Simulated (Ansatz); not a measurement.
**B3LYP/6-31G(d) (Cartesian functions) run of C2H6AlF (SMILES [CH3][Al]([CH3])[F])**

Aim: the vertical ionisation energy of C2H6AlF at B3LYP/6-31G* (Cartesian functions), from 2 runs. 

The calculation is run with Ansatz 0.2.0.

66 further runs of the same task are left out: 66 set aside as unsound or not needed.

### 1 Starting point

C2H6AlF has 10 atoms, charge 0, and is taken as a singlet. SMILES: `[CH3][Al]([CH3])[F]`. The coordinates come from a PBE0-D4/def2-TZVP relaxation.

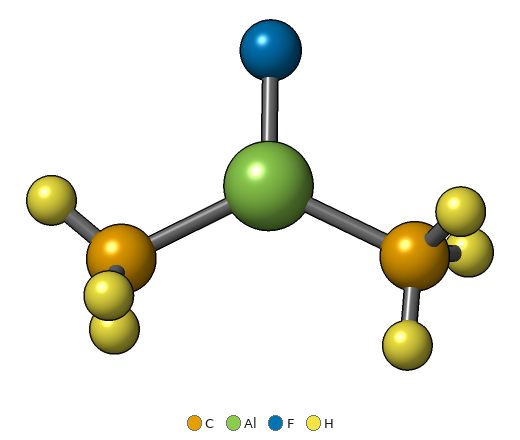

The structure, seen from a chosen angle (carbon amber, aluminium green, fluorine blue, hydrogen yellow).

### 2 The energy at B3LYP/6-31G(d) (Cartesian functions)

The input, run.yaml:

```yaml
crystal:
  periodic: [false, false, false]
  atoms:
    - {symbol: C, position_ang: [-0.566700, 1.412600, -0.858500]}
    - {symbol: Al, position_ang: [-0.288600, -0.445300, -0.364300]}
    - {symbol: C, position_ang: [0.794700, -1.093100, 1.112200]}
    - {symbol: F, position_ang: [-1.047300, -1.600600, -1.281300]}
    - {symbol: H, position_ang: [-1.184400, 1.517100, -1.752900]}
    - {symbol: H, position_ang: [-1.054000, 1.963400, -0.046800]}
    - {symbol: H, position_ang: [0.387100, 1.917300, -1.043800]}
    - {symbol: H, position_ang: [0.189400, -1.676700, 1.813200]}
    - {symbol: H, position_ang: [1.269800, -0.283800, 1.672000]}
    - {symbol: H, position_ang: [1.583200, -1.762300, 0.753400]}
basis:
  gaussian:
    orbitals: "6-31G*"
hamiltonian:
  xc: {name: B3LYP}
accuracy: high
output: {orbitals: {seedname: orbitals}}
```

Started as:

```
ansatz run run.yaml --threads 1 --pin off --max-ram 3480MiB --events-out events.jsonl --progress --plain --runs-dir runs
```

Standard output:

```text
Warning: RAYON_NUM_THREADS=1 ignored (pool sized by the plan → 1); use --threads N
Functional definition: B3LYP
  name "B3LYP"
  parameter a0 = 0.2
  parameter ax = 0.72
  parameter ac = 0.81
  exchange = (1 - a0 - ax)*slater_x + ax*b88_x + a0*exact_x
  correlation = (1 - ac)*vwn_rpa_c + ac*lyp_c
1715 factors; integrals over basis functions are off by at most 3.6e-9 eV
mean field evaluation 1: about -11477.7497 eV, gradient 7.1e1 eV
mean field evaluation 2: about -11471.7190 eV, gradient 8.8e1 eV
mean field evaluation 4: about -11488.2947 eV, gradient 3.0e0 eV
mean field evaluation 8: about -11488.4267 eV, gradient 8.9e-2 eV
mean field evaluation 16: about -11488.4267 eV, gradient 3.4e-6 eV
mean field -11488.42669663 eV, -422.1918939658 hartree, gradient 5.2e-9 eV, S^2 0.000000; 0 other end points of the search recorded, 0 dependent functions left out
reference -11488.42674071 eV, -422.1918955858 hartree; 20, 20 occupied and 56, 56 virtual orbitals, 1715 factors
Total energy: -11488.42674071 eV, -422.1918955858 hartree
```

Wall time 5.1 s (1 thread of Intel Xeon Platinum 8488C (Sapphire Rapids), shared host); peak memory 0.26 GiB.

### 3 The doublet cation

The input, run.yaml:

```yaml
basis:
  gaussian: {orbitals: "6-31G*"}
crystal:
  periodic: [false, false, false]
  atoms:
    - symbol: C
      position_ang: [-0.566700, 1.412600, -0.858500]
    - symbol: Al
      position_ang: [-0.288600, -0.445300, -0.364300]
    - symbol: C
      position_ang: [0.794700, -1.093100, 1.112200]
    - symbol: F
      position_ang: [-1.047300, -1.600600, -1.281300]
    - symbol: H
      position_ang: [-1.184400, 1.517100, -1.752900]
    - symbol: H
      position_ang: [-1.054000, 1.963400, -0.046800]
    - symbol: H
      position_ang: [0.387100, 1.917300, -1.043800]
    - symbol: H
      position_ang: [0.189400, -1.676700, 1.813200]
    - symbol: H
      position_ang: [1.269800, -0.283800, 1.672000]
    - symbol: H
      position_ang: [1.583200, -1.762300, 0.753400]
total_charge: 1
magnetization: {spin_polarized: true, initial_magnetization: 1}
hamiltonian: {xc: {name: B3LYP}}
accuracy: high
output: {orbitals: {seedname: orbitals}}
```

Started as:

```
ansatz run run.yaml --threads 1 --pin off --max-ram 3480MiB --events-out events.jsonl --progress --plain --runs-dir runs
```

Standard output, cut to the lines that bear on the results:

```text
Warning: RAYON_NUM_THREADS=1 ignored (pool sized by the plan → 1); use --threads N
[... 7 set-up lines as earlier in the session ...]
1714 factors; integrals over basis functions are off by at most 3.7e-9 eV
mean field evaluation 1: about -11464.0699 eV, gradient 6.1e1 eV
mean field evaluation 2: about -11420.0074 eV, gradient 1.2e2 eV
mean field evaluation 4: about -11478.3672 eV, gradient 3.9e0 eV
mean field evaluation 8: about -11478.5602 eV, gradient 1.7e-1 eV
mean field evaluation 16: about -11478.5604 eV, gradient 7.9e-5 eV
mean field -11478.56037451 eV, -421.8293133156 hartree, gradient 3.5e-8 eV, S^2 0.759664; 0 other end points of the search recorded, 0 dependent functions left out
reference -11478.56041691 eV, -421.8293148738 hartree; 20, 19 occupied and 56, 57 virtual orbitals, 1714 factors
Total energy: -11478.56041691 eV, -421.8293148738 hartree
```

It took 9 s on 1 thread of Intel Xeon Platinum 8488C (Sapphire Rapids), shared host; peak memory 0.36 GiB.

### 4 Results

At B3LYP/6-31G* (Cartesian functions):

| quantity | value |
| --- | --- |
| singlet C2H6AlF: total energy | -422.19190 Eh |
| singlet C2H6AlF: HOMO energy | -7.43 eV |
| singlet C2H6AlF: LUMO energy | -0.33 eV |
| singlet C2H6AlF: HOMO–LUMO gap | 7.10 eV |
| doublet cation: total energy | -421.82931 Eh |
| doublet cation: HOMO energy (highest over α and β) | -15.09 eV |
| doublet cation: LUMO energy (lowest over α and β) | -12.30 eV |
| doublet cation: ⟨S²⟩ | 0.760 |
| vertical ionisation energy (to the doublet cation) | 9.866 eV |

What this shows: The vertical ionisation energy comes to 9.87 eV (228 kcal/mol). The negative HOMO energy of the first species, 7.43 eV, lies 2.44 eV below that difference.
